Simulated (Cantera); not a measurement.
A closed system holds: 1 mol PH3, 0.13 mol O2, 0.052 mol H2, held at 7.00 mbar.

Equilibrium computed with Cantera from the NASA thermochemical tables; the gas is ideal and each condensed phase is pure. Candidate condensed phases: H2O, P, P4O10; 17 gas species. Gases not in the tables: HPO2, HPO3 and P4O6. The numbers say what is thermodynamically allowed, not how fast it happens.

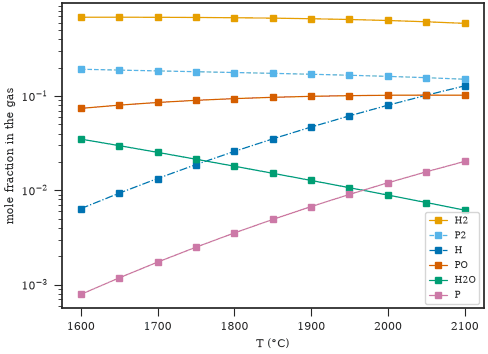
Figure. Equilibrium gas composition (values under 1e-9 drawn at 1e-9)

Read off the mole fractions at 1650 °C.

H2 about 0.69, P2 about 0.19, PO about 0.080, H2O about 0.030, H about 0.0093, P about 0.0012.
